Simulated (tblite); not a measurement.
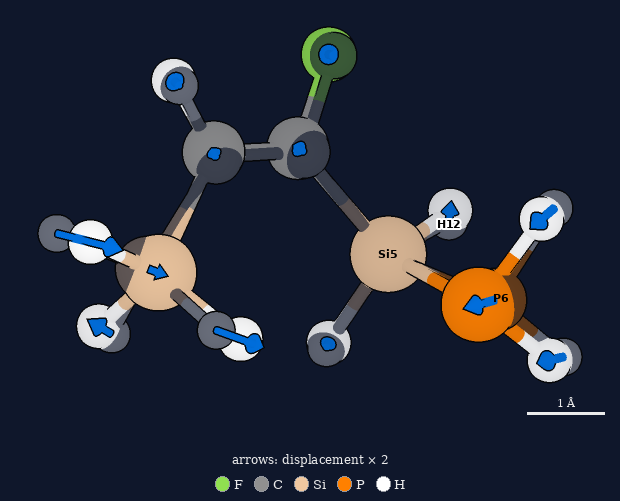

This is a relaxation of C₂H₈FPSi₂. The starting structure is drawn faded, the final one solid; blue arrows show the displacements, magnified 2 times. The two geometries are superimposed by the best rigid fit.

A ball-and-stick model, seen at a tilt.

Level of theory: GFN2-xTB geometry optimisation, gas phase (tblite). 

> Atoms of which element are displaced furthest, and by how much?

Hydrogen: up to 0.55 Å, against 0.27 Å for phosphorus.

> Describe the change and its energy.

The energy falls by 18.9 kJ/mol in 93 geometry steps. The largest move after the best rigid fit is that of an H atom, 0.55 Å. Largest moves by element: H 0.55 Å, P 0.27 Å, F 0.25 Å, Si 0.15 Å, C 0.13 Å. Near-neighbour distances that change, for instance: C–Si 1.824 → 1.878 Å, C–Si 1.843 → 1.896 Å, H–P 1.421 → 1.385 Å, H–Si 1.497 → 1.467 Å. Among the angles between lasting bonds that change: P–Si–H 107.7° → 114.6°, C–Si–H 112.0° → 105.9°, C–C–Si 130.5° → 124.8°.
